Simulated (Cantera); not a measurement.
Feed: 1 mol Cr, 2.7 mol N2O, 48 mol N2, equilibrated at 3.80 mbar.

Cantera equilibrium calculation (NASA polynomials, part measured and part estimated; ideal gas, pure solids and liquids). Candidate condensed phases: Cr, CrN, Cr2N, Cr2O3; 14 gas species. Rates play no part.

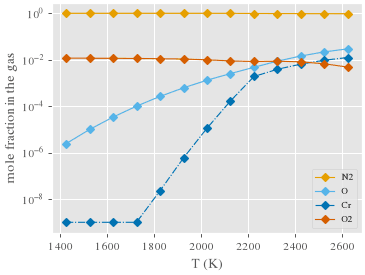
Equilibrium gas composition (values under 1e-9 drawn at 1e-9)

Problem. Read off the mole fractions at 2025 K.

Solution. N2 about 0.99, O2 about 0.0099, O about 0.0013, Cr about 1.1e-5.
